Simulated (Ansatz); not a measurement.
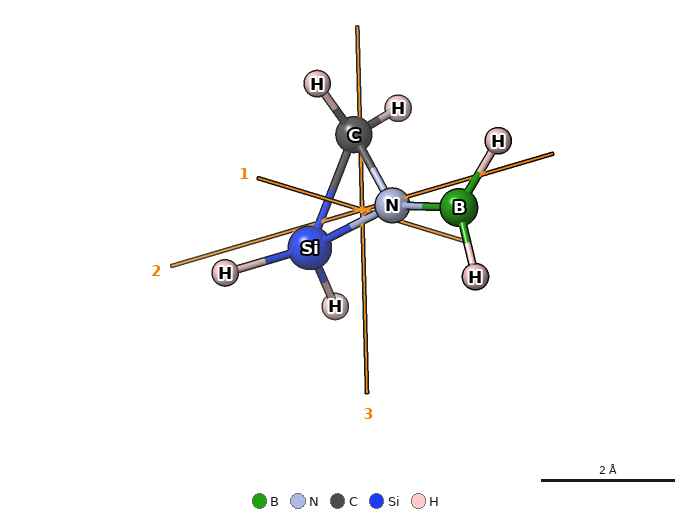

The three principal axes of inertia are drawn and numbered. Distant atoms are faded towards the background colour. The computed structure is the end point of a PBE0-D4/def2-TZVP optimisation. Masses are those of the most abundant isotopes; constants are for the rigid equilibrium geometry.

Which line is the a axis (least moment of inertia), which b and which c?

a is line 2, b is line 3, c is line 1; the moments are 38.8, 104, 133 u Å².

What kind of rotor is it, and what are its rotational constants in cm⁻¹?

An asymmetric top (Cs): A = 0.434, B = 0.163, C = 0.127 cm⁻¹. Ray's parameter κ is −0.77, nearer the prolate limit.
